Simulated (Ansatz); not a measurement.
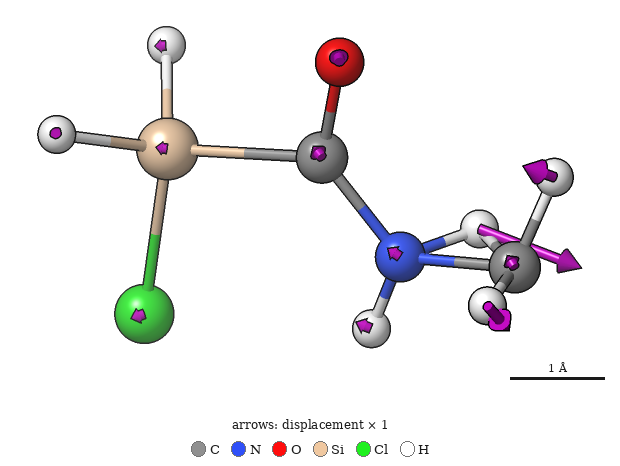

This is a relaxation of C2H6ClNOSi. The starting structure is drawn; purple arrows show the displacements, at their true length. The two geometries are superimposed by the best rigid fit.

The picture is a ball-and-stick view, seen at a tilt.

The run prepares an end point of a later path (hydrogen shift) calculation, from a guessed geometry.

Level of theory: Ansatz, RKS PBE0-D4/def2-SVP. Set-up: no spin polarisation; force threshold 0.02 eV/Å; at most 50 steps.

Question: Describe the change and its energy.

Answer: The largest move after the best rigid fit is that of an H atom, 1.26 Å. By element the largest moves are H 1.26 Å, O 0.23 Å, C 0.20 Å, N 0.18 Å, Cl 0.16 Å, Si 0.14 Å. Some distances before and after: H–N 1.040 → 2.110 Å, C–H 1.372 → 1.102 Å, C–H 1.165 → 1.102 Å, Cl–Si 2.041 → 2.088 Å. Bonds break: H–N (1.04 → 2.11 Å). Among the angles between lasting bonds that change: N–C–H 43.5° → 111.5°, H–C–H 149.3° → 108.6°, H–C–H 89.5° → 108.8°. The energy falls by 127.7 kcal/mol in 16 accepted moves (17 points after the start). Largest force component: 5.2 eV/Å at the start, 0.017 eV/Å at the end. The line search rejected the trial step at point 10 of the run.
